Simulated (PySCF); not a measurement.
SMILES [Al]([OH])([OH])[Al]([OH])[OH] (H₄Al₂O₄) at its CAM-B3LYP/def2-SVP optimised geometry (Å):

```
10

Al     2.1410    -0.0038     0.0000
O      2.9734    -0.0242     1.4841
O      2.9705     0.0177    -1.4855
Al    -0.3667    -0.0038     0.0000
O     -1.1997    -1.4877    -0.0009
O     -1.1970     1.4814     0.0000
H      3.9138    -0.0227     1.6724
H      3.9105     0.0201    -1.6763
H     -2.1410    -1.6719    -0.0036
H     -2.1369     1.6719    -0.0102
```

Method: CAM-B3LYP/def2-TZVP (PySCF). Cells within 0.4 Å of a nucleus heavier than hydrogen are left out (blank, or x).

Map of the electron localisation function on the plane z = 0.0 Å:

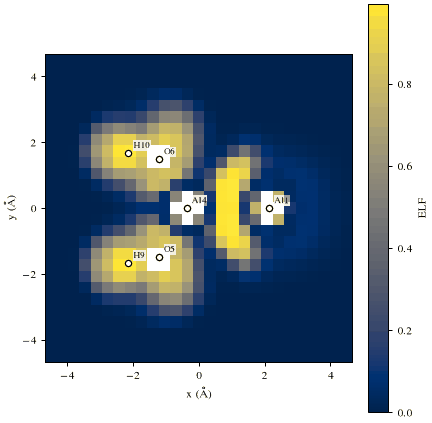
Fig. 1. Electron localisation function on the plane z = 0.0 Å.
